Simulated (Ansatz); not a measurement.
Input

```
crystal:
  periodic: [false, false, false]
  atoms:
    - { symbol: B, position_ang: [0.071758, -0.169324, -0.024843] }
    - { symbol: H, position_ang: [0.05021, -0.504467, 1.132174] }
    - { symbol: C, position_ang: [1.428055, -0.099461, -0.79901] }
    - { symbol: H, position_ang: [1.656291, -1.15125, -1.101124] }
    - { symbol: H, position_ang: [1.394343, 0.49367, -1.73345] }
    - { symbol: H, position_ang: [2.289101, 0.222301, -0.179794] }
    - { symbol: H, position_ang: [-1.004402, -0.05878, -0.58336] }
    - { symbol: S, position_ang: [-0.279333, 2.556141, 1.380627] }
    - { symbol: H, position_ang: [1.043658, 2.561485, 1.716008] }
    - { symbol: H, position_ang: [-0.384881, 1.214784, 1.715072] }
basis:
  gaussian: { orbitals: def2-SVP }
hamiltonian:
  xc: pbe
relax:
  f_tol: 0.03
  max_steps: 50
output:
  orbitals: {}
```

Command:

```sh
ansatz run input.yaml --threads 1 --pin off --max-ram 2048MiB --backend cpu --events-out ev --progress --plain --runs-dir out
```

The fields are those of the run's last geometry, not of the input's.

Level of theory: RKS PBE/def2-SVP (Ansatz 0.2.0).

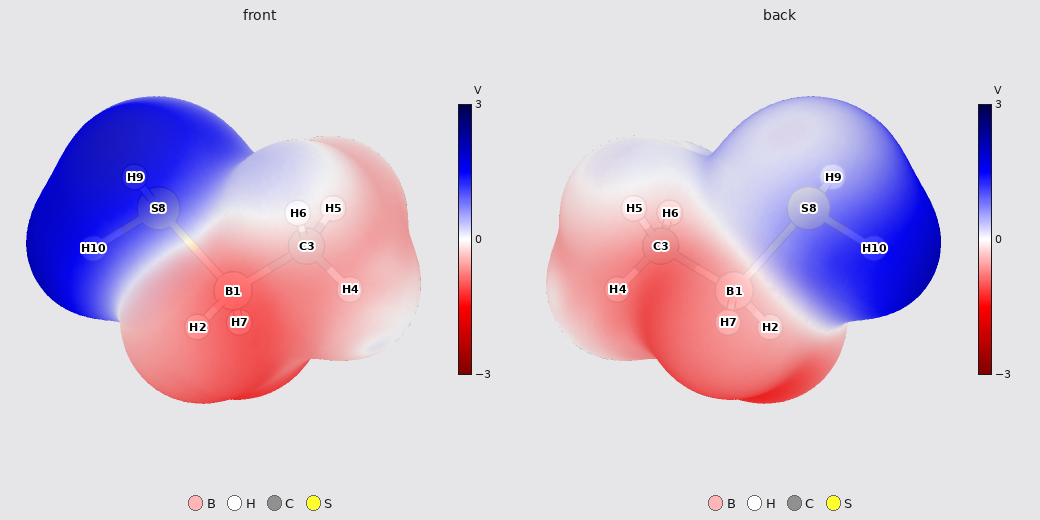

CH7BS. The molecular electrostatic potential painted on the density surface at 0.002 e/bohr³, seen from the front and from behind; the colour scale runs from red (negative) to blue (positive).

Question: Where is the surface potential most negative and most positive?

Answer: The most negative region (about −1.3 V) lies over H2, the most positive (about +2.0 V) over H9 and H10.
